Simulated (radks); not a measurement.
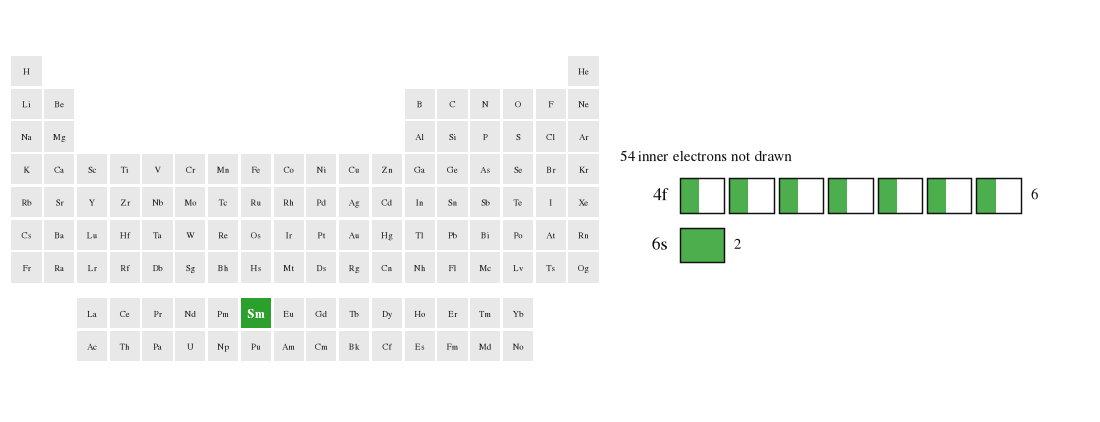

*Left, the place of samarium in the periodic table; right, the outer shells as the input fills them: a box for each of the 2l + 1 orbitals, shaded by the share of the shell that is filled, with the electron count at the right.*

# Atomic calculation for Sm

- system: Sm, configuration [Xe] 4f6 6s2.
- method: Dirac Kohn-Sham, PBE, spin-unpolarised, spherical densities, point nucleus (radks)

### Input
```
Z 62
configuration [Xe] 4f6 6s2
relativity Dirac
functional pbe,pbe
spin unpolarised
j_filling average
nucleus point
c 137.035999084
threshold 1e-16
max_iterations 87
```

Energies in input and log are in hartree, lengths in bohr.

The run was one of a batch that the task file lists, launched with:
```bash
python <driver script> task.json out
```

### Output
```
1s1/2   1   2.0000       -1713.76555155
2s1/2   1   2.0000        -279.90952085
2p1/2   1   2.0000        -265.29400742
2p3/2   1   4.0000        -243.13892277
3s1/2   1   2.0000         -61.32664845
3p1/2   1   2.0000         -55.04200056
3p3/2   1   4.0000         -50.55572516
3d3/2   1   4.0000         -39.66606149
3d5/2   1   6.0000         -38.69179071
4s1/2   1   2.0000         -12.18612175
4p1/2   1   2.0000          -9.77710708
4p3/2   1   4.0000          -8.79243820
4d3/2   1   4.0000          -4.83087718
4d5/2   1   6.0000          -4.65498303
4f5/2   1   2.5714          -0.10189737
4f7/2   1   3.4286          -0.08205281
5s1/2   1   2.0000          -1.58768690
5p1/2   1   2.0000          -0.94447305
5p3/2   1   4.0000          -0.81500196
6s1/2   1   2.0000          -0.13167248
Etot -10434.505931813837
Ekin 11315.51523560692
Encl -25568.912198745762
Eh 4055.259289598145
Exc -236.36825827313947
err 2.1956958122631855e-14
it 87
```

### What the run reported

| quantity | value |
| --- | --- |
| outcome | not converged |
| total energy | −10434.5059 hartree |
| kinetic energy | 11315.5152 hartree |
| electron–nucleus energy | −25568.9122 hartree |
| Hartree energy | 4055.2593 hartree |
| exchange–correlation energy | −236.368258 hartree |
| SCF iterations | 87 |
| hardware | 1 thread of Arm Neoverse N1, 77 GiB of memory available, shared host |
| wall time | 0.66 s |

### What went wrong

A numerical setting was moved from its usual value: convergence threshold tolx = 1e-16. The run did not meet its convergence test in 87 iterations, so its last values are not results.
